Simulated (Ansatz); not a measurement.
Consider TiGe₄.

Input file:

```
crystal:
  lattice:
    - [-1.8111172258, 1.8111172258, 7.3525408836]
    - [1.8111172258, -1.8111172258, 7.3525408836]
    - [1.8111172258, 1.8111172258, -7.3525408836]
  atoms:
    - { symbol: Ti, position: [0.0, 0.0, 0.0] }
    - { symbol: Ge, position: [0.5856850507, 0.5856850507, 0.0] }
    - { symbol: Ge, position: [0.75, 0.25, 0.5] }
    - { symbol: Ge, position: [0.25, 0.75, 0.5] }
    - { symbol: Ge, position: [0.4143149493, 0.4143149493, 0.0] }
basis:
  ecutwfc: 420
kpoints:
  mp_grid: { grid: [14, 14, 14] }
  band_path:
    path:
      - [[0.0, 0.0, 0.0], [0.0, 0.0, 0.5], [0.25, 0.25, 0.25], [0.0, 0.5, 0.0], [0.0, 0.0, 0.0], [0.5, 0.5, -0.5], [0.26516904, 0.73483096, -0.26516904]]
      - [[-0.26516904, 0.26516904, 0.26516904], [0.0, 0.0, 0.0]]
      - [[0.0, 0.0, 0.5], [-0.03033809, 0.03033809, 0.5]]
      - [[0.5, 0.5, -0.03033809], [0.5, 0.5, -0.5]]
    npoints: 14
hamiltonian:
  xc: pbe
scf:
  occupations: { method: gaussian, width: 0.1 }
  n_extra_bands: 12
output:
  forces: true
  stress: true
  eigenvalues: true
  populations: true
  dos: { projected: true, de: 0.02, nscf_kmesh: { grid: [17, 17, 17] } }
  bader: true
  write_density: true
  write_potential: true
  elf: true
  volumetric_format: npy
```

Command:

```sh
ansatz run input.yaml --threads 1 --pin off --max-ram 2560MiB --backend cpu --events-out ev --progress --plain --runs-dir out
```

Below, planes, directions and counts refer to the conventional cell (a = 3.62 Å, b = 3.62 Å, c = 14.71 Å, α = 90.00°, β = 90.00°, γ = 90.00°).

Space group I4/mmm; a structure generated by program, which may or may not match a known phase; computed without spin polarisation.

The calculation used DFT PBE, scalar-relativistic, plane waves, PAW (Ansatz).

**What will maps of the valence pseudo-density and electron localisation function show?**

Ge–Ge (2.52 Å): ρ at the midpoint is about 0.36 e/Å³; the ELF is about 0.45 at the midpoint.
Ti–Ge (2.85 Å): the density is about 0.23 e/Å³ at the midpoint; the ELF is about 0.45 at the midpoint.
Bader's partition of the density gives Ti +1.21 and Ge −0.65 to +0.04 e.

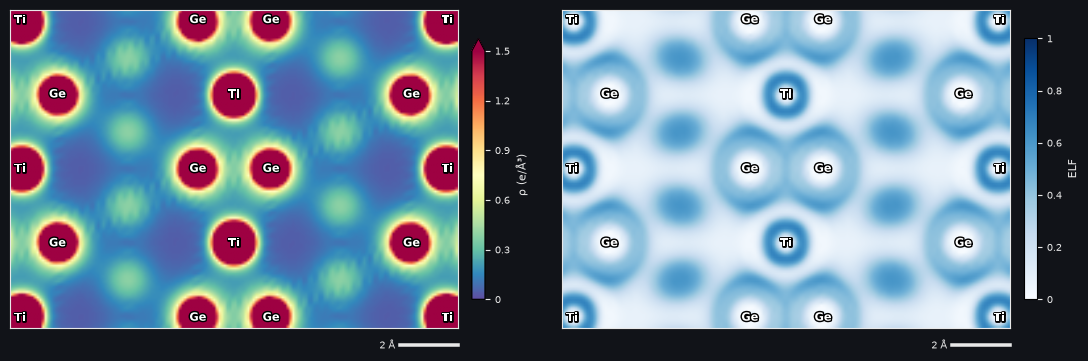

Computed valence pseudo-density and electron localisation function on the (110) plane of the conventional cell, in this order. 

Core electrons are frozen (PAW), and the valence fields are smoothed inside the atomic spheres.
